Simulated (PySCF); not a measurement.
**C2H7AsBN: electronic excitations and core binding energies**

Aim: predict the electronic excitations and core binding energies of C2H7AsBN (`B1NCC[AsH]1`).

The runs use PySCF 2.14.0, with density-fitted response routines of our own; the level of theory stands in each step. All values are computed, except where a source is named. Atoms count from 0, in the outputs and in this text.

**1. The starting structure**

12 atoms, charge 0, multiplicity 1; geometry from: GFN2-xTB.

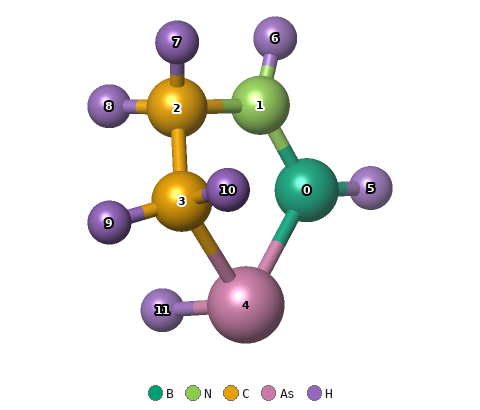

As it starts; boron teal, nitrogen green, carbon amber, arsenic pink, hydrogen purple, atoms numbered.

**2. TDDFT and polarisability: CAM-B3LYP/def2-SVPD**

What the job is given:

```
{"job": {"kind": "uv", "xc": "CAM-B3LYP", "basis": "def2-SVPD", "nstates": 8, "ntriplets": 3}, "charge": 0, "multiplicity": 1}
B      1.128773     1.093569     0.351134
N     -0.182279     1.194135    -0.051385
C     -0.959634     0.003386    -0.350227
C     -0.337747    -1.181486     0.381130
As     1.631186    -0.868647     0.536243
H      1.765949     2.060824     0.527215
H     -0.663309     2.060341    -0.246180
H     -2.006480     0.154530    -0.058987
H     -0.939485    -0.174612    -1.436075
H     -0.578149    -2.121755    -0.117660
H     -0.734113    -1.238415     1.400200
H      1.876486    -0.982554    -0.961434
```

Method: TDDFT CAM-B3LYP/def2-SVPD, vertical, gas phase, core orbitals frozen in the response.

The run is started by

```bash
$ OMP_NUM_THREADS=1 python probes_run.py task.json out
```

One launch serves the whole session: the jobs run in the order shown.

The program printed:

```text
coarse grid: 45296 points
cycle   1  E = -2395.5560741211  dE = -1.213e-01  |g| = 3.364e-01  |ddm| = 4.977e+00
cycle   2  E = -2395.5691904281  dE = -1.312e-02  |g| = 2.737e-01  |ddm| = 8.204e-01
cycle   3  E = -2395.5825113804  dE = -1.332e-02  |g| = 5.961e-02  |ddm| = 3.489e-01
cycle   4  E = -2395.5833345446  dE = -8.232e-04  |g| = 2.028e-02  |ddm| = 9.355e-02
cycle   5  E = -2395.5834316906  dE = -9.715e-05  |g| = 4.834e-03  |ddm| = 3.422e-02
cycle   6  E = -2395.5834385114  dE = -6.821e-06  |g| = 1.046e-03  |ddm| = 1.011e-02
final grid: 95296 points
cycle   7  E = -2395.5833983991  dE = -2.192e-07  |g| = 9.792e-04  |ddm| = 6.647e-03
cycle   8  E = -2395.5833983693  dE =  2.974e-08  |g| = 1.111e-03  |ddm| = 2.945e-03
cycle   9  E = -2395.5833986596  dE = -2.903e-07  |g| = 5.756e-05  |ddm| = 1.407e-03
cycle  10  E = -2395.5833986609  dE = -1.327e-09  |g| = 3.100e-05  |ddm| = 1.729e-04
cycle  11  E = -2395.5833986613  dE = -3.897e-10  |g| = 1.178e-05  |ddm| = 8.648e-05
converged SCF energy = -2395.5833986613

Static polarisability (au): isotropic 74.375, principal 61.849 75.843 85.435

Singlet excitations
state   eV       nm        f      main configurations
  1   5.3579    231.4   0.00925   H->L 0.80, H->L+1 0.12
  2   6.4276    192.9   0.08104   H->L+1 0.57, H->L+3 0.21, H->L 0.11
  3   6.5570    189.1   0.04219   H->L+2 0.75, H->L+4 0.14
  4   6.6388    186.8   0.01461   H-2->L 0.69, H-2->L+1 0.14
  5   6.9553    178.3   0.03385   H-1->L 0.78, H->L+3 0.12
  6   7.1291    173.9   0.02899   H-1->L+1 0.59, H->L+3 0.18
  7   7.3537    168.6   0.01827   H->L+3 0.31, H-1->L+1 0.29, H->L+1 0.15
  8   7.4274    166.9   0.08858   H->L+5 0.32, H->L+6 0.16, H->L+4 0.12

Triplet excitations (Tamm-Dancoff, eV): 4.8577 5.5204 5.5706
```

Wall time 31 s (1 thread of Arm Neoverse V1, shared host); peak memory 0.74 GiB.

Frontier orbitals and where they lie:

| orbital | eV | atoms |
| --- | --- | --- |
| HOMO−3 | -10.77 | As4 29 %, H11 19 %, C3 19 % |
| HOMO−2 | -9.42 | As4 34 %, B0 23 %, C3 18 % |
| HOMO−1 | -9.29 | N1 39 %, C2 13 %, B0 11 % |
| HOMO | -8.07 | As4 61 %, B0 11 %, C3 8 % |
| LUMO | 0.80 | B0 35 %, As4 20 %, N1 11 % |
| LUMO+1 | 1.10 | B0 42 %, H6 11 %, N1 9 % |
| LUMO+2 | 1.57 | As4 22 %, B0 20 %, C3 15 % |

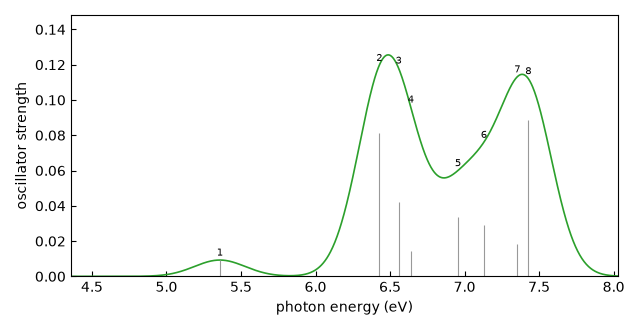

Absorption spectrum from the 8 singlet states computed; above the last one it falls off for lack of states. Lines are broadened to a width of 0.40 eV (Gaussian).

Further results of this job:

| property | computed |
| --- | --- |
| dipole moment (D) | 2.71 |
| polarisability (Å³) | 11.02 |
| HOMO–LUMO gap (eV) | 8.87 |
| −ε(HOMO) (eV) | 8.07 |

**3. Core holes by ΔSCF: SCAN, X2C**

Settings changed since step 2:

```diff
@@ -1,2 +1,2 @@
-{"job": {"kind": "uv", "xc": "CAM-B3LYP", "basis": "def2-SVPD", "nstates": 8, "ntriplets": 3}, "charge": 0, "multiplicity": 1}
+{"job": {"kind": "xps"}, "charge": 0, "multiplicity": 1}
 B      1.128773     1.093569     0.351134
```

Level: delta-SCF UKS SCAN, pcX-2 on the ionised atom, pcseg-1 elsewhere, spin-free X2C.

The program printed:

```text
ground state, core basis on atom 0 (B), 149 functions
  cycle   1  E = -2415.38780299  |g| = 4.26e-01
  cycle   2  E = -2415.34318549  |g| = 5.91e-01
  cycle   3  E = -2415.43596353  |g| = 9.83e-02
  cycle   4  E = -2415.43874549  |g| = 3.91e-02
  cycle   5  E = -2415.43913413  |g| = 1.20e-02
  cycle   6  E = -2415.43917549  |g| = 3.92e-03
  cycle   7  E = -2415.43917730  |g| = 1.13e-03
  cycle   8  E = -2415.43917613  |g| = 4.90e-04
  E(ground) = -2415.35221159 Eh
hole in B 1s of atom 0
  cycle   1  E = -2407.84217853  |g| = 1.18e+00
  cycle   2  E = -2406.08812073  |g| = 1.89e+00
  cycle   3  E = -2408.07423195  |g| = 5.43e-01
  cycle   4  E = -2408.20418235  |g| = 3.60e-01
  cycle   5  E = -2408.24967757  |g| = 2.03e-01
  cycle   6  E = -2408.26997813  |g| = 3.05e-02
  cycle   7  E = -2408.27062314  |g| = 1.77e-02
  cycle   8  E = -2408.27093790  |g| = 1.11e-02
  cycle   9  E = -2408.27114396  |g| = 7.76e-03
  cycle  10  E = -2408.27132252  |g| = 4.14e-03
  cycle  11  E = -2408.27137647  |g| = 2.22e-03
  cycle  12  E = -2408.27138341  |g| = 9.17e-04
  cycle  13  E = -2408.27138290  |g| = 4.55e-04
  E(ion) = -2408.18381226 Eh   <S^2> = 0.8634   hole on atom = 1.000   binding energy = 195.062 eV
ground state, core basis on atom 1 (N), 149 functions
  cycle   1  E = -2415.45791509  |g| = 7.26e-02
  cycle   2  E = -2415.45788789  |g| = 1.57e-02
  cycle   3  E = -2415.45780296  |g| = 2.29e-02
  cycle   4  E = -2415.45795659  |g| = 3.69e-03
  cycle   5  E = -2415.45796075  |g| = 4.78e-04
  E(ground) = -2415.36821015 Eh
hole in N 1s of atom 1
  cycle   1  E = -2399.85852469  |g| = 1.87e+00
  cycle   2  E = -2398.76960800  |g| = 2.28e+00
  cycle   3  E = -2400.45275797  |g| = 4.72e-01
  cycle   4  E = -2400.51802764  |g| = 2.69e-01
  cycle   5  E = -2400.56849501  |g| = 7.38e-02
  cycle   6  E = -2400.57132817  |g| = 1.41e-02
  cycle   7  E = -2400.57141387  |g| = 7.04e-03
  cycle   8  E = -2400.57143767  |g| = 2.54e-03
  cycle   9  E = -2400.57144074  |g| = 1.06e-03
  cycle  10  E = -2400.57144223  |g| = 3.96e-04
  E(ion) = -2400.47995755 Eh   <S^2> = 0.7654   hole on atom = 1.000   binding energy = 405.130 eV
ground state, core basis on atom 2 (C), 149 functions
  cycle   1  E = -2415.44688358  |g| = 5.66e-02
  cycle   2  E = -2415.44686686  |g| = 1.40e-02
  cycle   3  E = -2415.44683658  |g| = 1.78e-02
  cycle   4  E = -2415.44691385  |g| = 2.24e-03
  cycle   5  E = -2415.44691628  |g| = 4.35e-04
  E(ground) = -2415.35837798 Eh
hole in C 1s of atom 2
  cycle   1  E = -2404.16318566  |g| = 1.51e+00
  cycle   2  E = -2402.84007819  |g| = 2.20e+00
  cycle   3  E = -2404.62085327  |g| = 4.52e-01
  cycle   4  E = -2404.67325868  |g| = 3.29e-01
  cycle   5  E = -2404.72683418  |g| = 7.71e-02
  cycle   6  E = -2404.72900813  |g| = 1.82e-02
  cycle   7  E = -2404.72918094  |g| = 8.96e-03
  cycle   8  E = -2404.72923460  |g| = 3.54e-03
  cycle   9  E = -2404.72924374  |g| = 2.04e-03
  cycle  10  E = -2404.72924768  |g| = 9.32e-04
  cycle  11  E = -2404.72924792  |g| = 3.16e-04
  E(ion) = -2404.63974505 Eh   <S^2> = 0.7716   hole on atom = 1.000   binding energy = 291.669 eV
ground state, core basis on atom 3 (C), 149 functions
  cycle   1  E = -2415.44709183  |g| = 5.82e-02
  cycle   2  E = -2415.44704683  |g| = 2.29e-02
  cycle   3  E = -2415.44704723  |g| = 2.30e-02
  cycle   4  E = -2415.44717850  |g| = 4.29e-03
  cycle   5  E = -2415.44718309  |g| = 5.86e-04
  cycle   6  E = -2415.44718361  |g| = 1.78e-04
  E(ground) = -2415.35886986 Eh
hole in C 1s of atom 3
  cycle   1  E = -2404.19441726  |g| = 1.52e+00
  cycle   2  E = -2403.27469830  |g| = 1.96e+00
  cycle   3  E = -2404.71427140  |g| = 3.70e-01
  cycle   4  E = -2404.76953577  |g| = 1.25e-01
  cycle   5  E = -2404.77746687  |g| = 3.93e-02
  cycle   6  E = -2404.77819080  |g| = 1.49e-02
  cycle   7  E = -2404.77828039  |g| = 7.24e-03
  cycle   8  E = -2404.77831088  |g| = 2.69e-03
  cycle   9  E = -2404.77831525  |g| = 9.17e-04
  cycle  10  E = -2404.77831740  |g| = 3.81e-04
  E(ion) = -2404.68936109 Eh   <S^2> = 0.7716   hole on atom = 1.000   binding energy = 290.332 eV
```

It took 53 s on 1 thread of Arm Neoverse V1, shared host; peak memory 0.65 GiB.

The holes in one table. −ε is the ground-state orbital energy:

| hole | stands for | environment | ΔSCF (eV) | −ε (eV) | ⟨S²⟩ |
| --- | --- | --- | --- | --- | --- |
| B1s on B0 | B0 | boron bonded to As, N, H, in a 5-membered ring | 195.06 (doubtful) | 179.8 | 0.863 |
| N1s on N1 | N1 | nitrogen bonded to C, B, H, in a 5-membered ring | 405.13 | 386.3 | 0.765 |
| C1s on C2 | C2 | sp3 CH2 bonded to N | 291.67 | 274.7 | 0.772 |
| C1s on C3 | C3 | sp3 CH2 bonded to As | 290.33 | 273.8 | 0.772 |

Doubtful: the ion did not converge, its hole moved, or its ⟨S²⟩ is well above 0.75.

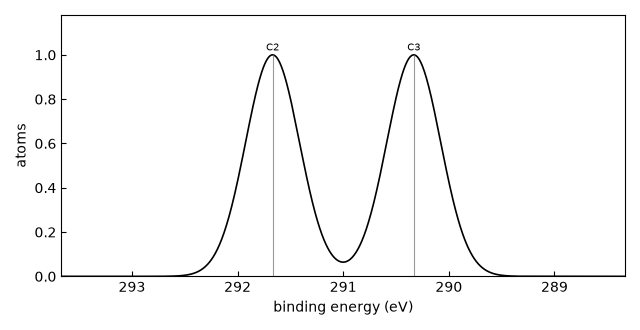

The C1s photoelectron lines, weighted by the number of atoms. Lines are broadened to a width of 0.60 eV (Gaussian).

**4. Results**

| quantity | value |
| --- | --- |
| lowest singlet (CAM-B3LYP/def2-SVPD) | 5.36 eV (231 nm), f = 0.009 |
| brightest single state of those computed | state 8, 7.43 eV, f = 0.089 |
| lowest triplet | 4.86 eV |
| C1s binding energies, SCAN/pcX-2 | C2 291.67, C3 290.33 eV |
| N1s binding energies, SCAN/pcX-2 | N1 405.13 eV |

The lowest singlet, at 5.36 eV, is HOMO→LUMO 0.80, HOMO→LUMO+1 0.12 and is weak; of the 8 states computed, the strongest absorption comes from state 8 at 7.43 eV (the last computed, so partners may be missing). The lowest triplet lies 0.50 eV below the lowest singlet (triplets in Tamm-Dancoff, singlets in full TDDFT). The C1s levels kept as sound span 1.34 eV, from C3 (sp3 CH2 bonded to As) up to C2 (sp3 CH2 bonded to N).
